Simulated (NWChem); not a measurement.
**Si2H3OF2 (SMILES F[Si](F)O[SiH3]): levels of theory compared**

Wanted: a comparison of 4 runs (UHF/STO-3G, UHF/3-21G, UB3LYP/6-31G*) of Si2H3OF2. 

The calculation is run with NWChem 7.3.0.

### Step 1. Starting point

Si2H3OF2: 8 atoms, total charge 0, spin state doublet. SMILES: `F[Si](F)O[SiH3]`. The shape is that of a PBE0-D4/def2-TZVP optimisation. This is one conformer, not always the lowest.

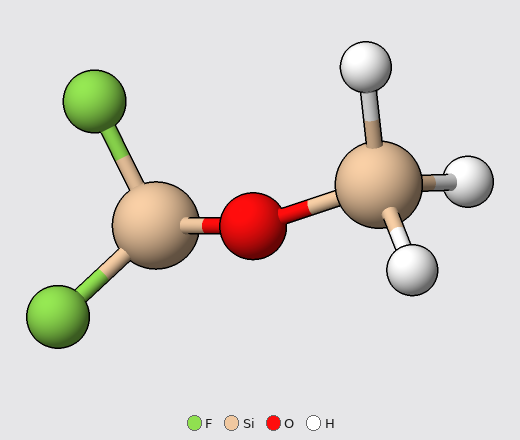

The structure, seen from a chosen angle (fluorine green, silicon light orange, oxygen red, hydrogen white).

### Step 2. Energy and gradient at UHF/STO-3G (run 1)

Contents of f2h3osi2.nw:

```
start f2h3osi2
memory stack 880 mb heap 220 mb global 1100 mb
charge 0
geometry units au noautosym nocenter noautoz
 F   0.42367660 -4.00962089  2.88126542
 Si -0.83506997 -3.30040668  0.24679823
 F   0.20598015 -5.26836746 -1.76216961
 O   0.05329028 -0.52175338 -0.59753140
 Si  0.07483315  2.57324006 -0.27949049
 H  -2.50577684  3.46330107  0.36131564
 H   0.89743094  3.67608423 -2.71610336
 H   1.85967948  3.27980866  1.76065783
end
basis spherical bse
 * library STO-3G
end
scf
 nopen 1
 uhf
 thresh 1e-08
 maxiter 80
end
task scf gradient
```

Launch:

```console
$ nwchem f2h3osi2.nw > f2h3osi2.out
```

Standard output:

```text
[...]
  functions       =    36
[...]
  wavefunction    = UHF
[...]
         Total SCF energy =   -842.908350672843
      One electron energy =  -1781.106302485393
      Two electron energy =    636.883360250328
 Nuclear repulsion energy =    301.314591562222
                       Sz =      0.5000
                 Sz(Sz+1) =      0.7500
                      S^2 =      0.7577
[...]
                         UHF ENERGY GRADIENTS
    atom               coordinates                        gradient
                 x          y          z           x          y          z
   1 F       0.423677  -4.009621   2.881265   -0.016418   0.003159  -0.013680
   2 Si     -0.835070  -3.300407   0.246798    0.042579  -0.022282  -0.001594
   3 F       0.205980  -5.268367  -1.762170   -0.015880   0.010533   0.012853
   4 O       0.053290  -0.521753  -0.597531   -0.013151  -0.010157   0.004444
   5 Si      0.074833   2.573240  -0.279490    0.002506  -0.002900  -0.003695
   6 H      -2.505777   3.463301   0.361316   -0.028393   0.006961   0.006629
   7 H       0.897431   3.676084  -2.716103    0.009069   0.009750  -0.026817
   8 H       1.859679   3.279809   1.760658    0.019688   0.004938   0.021860
[...]
```

Run time: 2.8 s. Hardware: 1 thread of Intel Xeon 6975P-C (Granite Rapids), shared host; peak memory 0.093 GiB.

### Step 3. Energy and gradient at UHF/3-21G (run 2)

Contents of run.py:

```python
from ase import Atoms
from ase.calculators.nwchem import NWChem

system = Atoms(['F', 'Si', 'F', 'O', 'Si', 'H', 'H', 'H'], positions=[
    [0.224200, -2.121800, 1.524700],
    [-0.441900, -1.746500, 0.130600],
    [0.109000, -2.787900, -0.932500],
    [0.028200, -0.276100, -0.316200],
    [0.039600, 1.361700, -0.147900],
    [-1.326000, 1.832700, 0.191200],
    [0.474900, 1.945300, -1.437300],
    [0.984100, 1.735600, 0.931700],
])

calc = NWChem(
    label='sp',
    theory='scf',
    memory='2200 mb',
    basis='3-21G',
    basispar='spherical bse',
    scf={'nopen': '1', 'uhf': None, 'thresh': '1e-08', 'maxiter': '80'},
)
system.calc = calc

forces = system.get_forces()
print(f"energy = {system.get_potential_energy():.6f} eV")
print("forces (eV/A):")
for s, f in zip(system.symbols, forces):
    print(f"{s:2s} {f[0]:10.5f} {f[1]:10.5f} {f[2]:10.5f}")
```

Launch:

```console
$ export ASE_NWCHEM_COMMAND="nwchem PREFIX.nwi > PREFIX.nwo"
$ python run.py
```

Standard output:

```text
energy = -23101.546954 eV
forces (eV/A):
F     0.61429   -0.36134    1.04598
Si   -1.21978    0.39122   -0.35815
F     0.51422   -0.98525   -0.77005
O    -0.17638    0.14835    0.31403
Si    0.38428    0.47535   -0.35204
H     0.00180    0.07029    0.02993
H    -0.05055    0.14403    0.09112
H    -0.06788    0.11735   -0.00087
```

The calculator wrote sp.nwi:

```
title "sp"

permanent_dir sp

scratch_dir sp

start sp

geometry units angstrom nocenter noautosym noautoz
  F  2.2420000000000001e-01 -2.1217999999999999e+00 1.5246999999999999e+00
  Si -4.4190000000000002e-01 -1.7464999999999999e+00 1.3059999999999999e-01
  F  1.0900000000000000e-01 -2.7879000000000000e+00 -9.3250000000000000e-01
  O  2.8199999999999999e-02 -2.7610000000000001e-01 -3.1619999999999998e-01
  Si 3.9600000000000003e-02 1.3616999999999999e+00 -1.4790000000000000e-01
  H  -1.3260000000000001e+00 1.8327000000000000e+00 1.9120000000000001e-01
  H  4.7489999999999999e-01 1.9453000000000000e+00 -1.4373000000000000e+00
  H  9.8409999999999997e-01 1.7356000000000000e+00 9.3169999999999997e-01
end

memory 2200 mb

basis spherical bse noprint
   * library 3-21G
end

scf
  nopen 1
  uhf
  thresh 1e-08
  maxiter 80
end

task scf gradient
```

sp.nwo:

```text
Northwest Computational Chemistry Package (NWChem) 7.3.0
             --------------------------------------------------------

           Job information
           ---------------

    nwchem branch   = 7.3.0
    use scalapack   = T
    input           = sp.nwi
    prefix          = sp.
    data base       = sp/sp.db
    status          = startup
    nproc           =        1

           Memory information
           ------------------

    heap     =     72089596 doubles =      550.0 Mbytes
    stack    =     72089601 doubles =      550.0 Mbytes
    global   =    144179200 doubles =     1100.0 Mbytes (distinct from heap & stack)
    total    =    288358397 doubles =     2200.0 Mbytes
    verify   = yes
    hardfail = no

[... 38 lines left out ...]
            Nuclear Dipole moment (a.u.)
[... 87 lines left out ...]
 1-e energy   =   -1779.669268
[... 7 lines left out ...]
         Quadratically convergent UHF
[... 15 lines left out ...]
       Final UHF  results
[... 3 lines left out ...]
      One electron energy =  -1780.806675377125
[... 1 line left out ...]
 Nuclear repulsion energy =    301.314613062965
[... 51 lines left out ...]
          Final beta eigenvalues
[... 255 lines left out ...]
                     UHF Final Beta Molecular Orbital Analysis
[... 285 lines left out ...]
                         UHF ENERGY GRADIENTS

    atom               coordinates                        gradient
                 x          y          z           x          y          z
   1 F       0.423677  -4.009621   2.881265   -0.011946   0.007027  -0.020341
   2 Si     -0.835070  -3.300406   0.246798    0.023721  -0.007608   0.006965
   3 F       0.205980  -5.268367  -1.762169   -0.010000   0.019160   0.014975
[... 4 lines of this table left out ...]
   8 H       1.859679   3.279808   1.760658    0.001320  -0.002282   0.000017

                 ----------------------------------------
                 |  Time  |  1-e(secs)   |  2-e(secs)   |
                 ----------------------------------------
                 |  CPU   |       0.00   |       0.43   |
                 ----------------------------------------
                 |  WALL  |       0.00   |       0.43   |
                 ----------------------------------------

 Task  times  cpu:        2.7s     wall:        2.7s
 Total times  cpu:        2.7s     wall:        2.7s
```

Wall time 3.9 s (1 thread of Intel Xeon 6975P-C (Granite Rapids), shared host); peak memory 0.097 GiB.

Run 3 isn't shown in full; the table further down has it.

### Step 4. Energy and forces at UB3LYP/6-31G(d) (Cartesian functions) (run 4)

Contents of sp.nw:

```
START sp
memory total 2200 mb
GEOMETRY units angstroms noautosym nocenter noautoz
   F      0.224200    -2.121800     1.524700
   Si    -0.441900    -1.746500     0.130600
   F      0.109000    -2.787900    -0.932500
   O      0.028200    -0.276100    -0.316200
   Si     0.039600     1.361700    -0.147900
   H     -1.326000     1.832700     0.191200
   H      0.474900     1.945300    -1.437300
   H      0.984100     1.735600     0.931700
END
BASIS "ao basis"
   * library 6-31G*
END
DFT
   xc b3lyp
   mult 2
   grid xfine
   convergence energy 1e-08
   iterations 100
   mulliken
   noprint "final vectors analysis"
END
TASK dft gradient
```

Launch:

```console
$ nwchem sp.nw > sp.out
```

Standard output:

```text
[...]
          Wavefunction type:  spin polarized.
          No. of atoms     :     8
          No. of electrons :    57
[...]
          Charge           :     0
          Spin multiplicity:     2
[...]
          AO basis - number of functions:    89
[...]
              XC Information
              --------------
                         B3LYP Method XC Potential
                     Hartree-Fock (Exact) Exchange  0.200
                        Slater Exchange Functional  0.800 local
                    Becke 1988 Exchange Functional  0.720 non-local
              Lee-Yang-Parr Correlation Functional  0.810
                  VWN I RPA Correlation Functional  0.190 local
[...]
 d= 0,ls=0.0,diis     1   -855.7260551283 -1.16D+03  1.03D-02  2.79D-01     3.9
[...]
 d= 0,ls=0.0,diis    10   -855.8408383558 -5.32D-09  6.15D-07  1.20D-09    35.9
[...]
         Total DFT energy =     -855.840838355832
      One electron energy =    -1786.868200016325
           Coulomb energy =      702.431934340489
    Exchange-Corr. energy =      -72.719185742962
 Nuclear repulsion energy =      301.314613062966
[...]
      Total Density - Mulliken Population Analysis
     ---------------------------------------------
    Atom       Charge   Shell Charges
 -----------   ------   -------------------------------------------------------
    1 F    9     9.35   1.99  0.95  3.32  0.92  2.09  0.08
    2 Si  14    13.07   2.00  1.99  5.96  0.96  1.34  0.26  0.28  0.27
    3 F    9     9.35   1.99  0.96  3.32  0.92  2.09  0.08
    4 O    8     8.58   1.99  0.89  2.99  0.84  1.82  0.04
    5 Si  14    13.41   2.00  1.99  5.96  1.02  1.79  0.20  0.25  0.21
    6 H    1     1.08   0.52  0.57
    7 H    1     1.07   0.52  0.56
    8 H    1     1.08   0.51  0.56
[...]
      <S2> =      0.7511 (Exact =     0.7500)
[...]
  wavefunction    = open shell
                         DFT ENERGY GRADIENTS
    atom               coordinates                        gradient
                 x          y          z           x          y          z
   1 F       0.423677  -4.009621   2.881265   -0.004935   0.003026  -0.011641
   2 Si     -0.835070  -3.300406   0.246798    0.013346   0.003240  -0.001921
   3 F       0.205980  -5.268367  -1.762169   -0.004286   0.008987   0.009328
   4 O       0.053290  -0.521753  -0.597531   -0.003759  -0.003792   0.005170
   5 Si      0.074833   2.573240  -0.279490   -0.000540  -0.007752  -0.000481
   6 H      -2.505777   3.463301   0.361316    0.000325  -0.001303  -0.000228
   7 H       0.897431   3.676084  -2.716103   -0.000004  -0.001125   0.000097
   8 H       1.859679   3.279808   1.760658   -0.000148  -0.001283  -0.000324
[...]
```

It took 43 s on 1 thread of Intel Xeon 6975P-C (Granite Rapids), shared host; peak memory 0.14 GiB.

### Step 5. The series

```tsv
run	level	iteration cap	module	energy (Eh)	dipole moment (D)	HOMO energy (eV)	LUMO energy (eV)	wall time
1	UHF/STO-3G	80	scf	-842.908351	2.06	-5.91	6.05	2.8 s
2	UHF/3-21G	80	scf	-848.966199	3.07	-10.23	0.82	3.9 s
3	UB3LYP/6-31G* (spherical functions)	100	dft	-855.833089	1.99	-6.54	-3.08	41 s
4	UB3LYP/6-31G* (Cartesian functions)	100	dft	-855.840838	2.00	–	–	43 s
```

### Step 6. Results

| quantity | value |
| --- | --- |
| run 4: total energy | -855.84084 Eh |
| run 4: dipole moment | 2.00 D |
| run 4: ⟨S²⟩ | 0.751 |
| run 4: largest force on an atom | 0.713 eV/Å |

What this shows: The dipole moment (its size) runs from 1.99 D (UB3LYP/6-31G*) to 3.07 D (UHF/3-21G). The two ends differ in method and basis. In run 1 the basis is minimal, so the values are rough. All runs together took 90 s, the longest 43 s.
